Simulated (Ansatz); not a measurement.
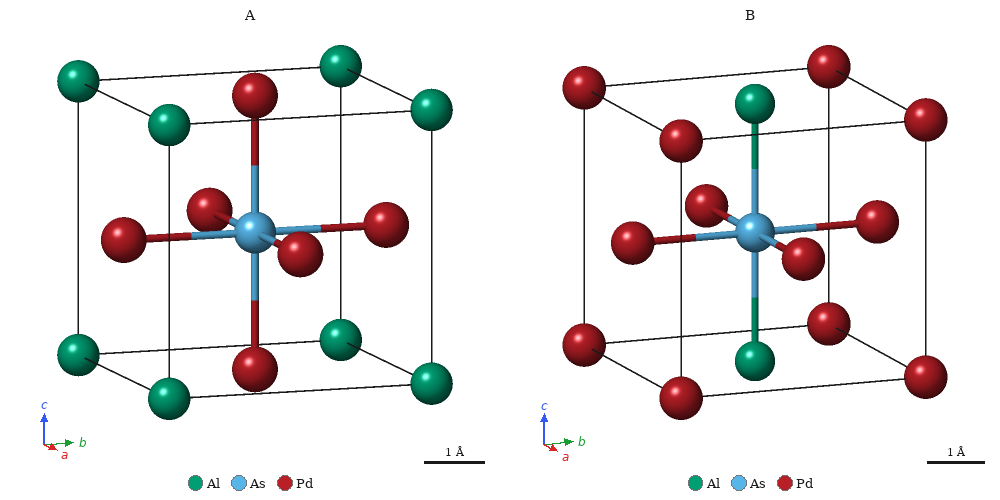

Two structures of AlAsPd3, each relaxed to rest (conventional cells in solid outline, small ones repeated, not to one scale). Method: Ansatz 0.2.0, DFT PBE, scalar-relativistic, plane waves, PAW, without spin polarisation.

Question: State the structure in each panel.

Answer: A: cubic antiperovskite, Pm-3m. B: 5 atoms a cell on a primitive tetragonal lattice, P4/mmm.

Question: What is the energy order of the two?

Answer: A is lower, by 178 meV/atom at this level of theory (energies at zero smearing). Volumes: A 19.9, B 19.9 Å³/atom.

One or both may be structure types tried for this composition rather than known phases.
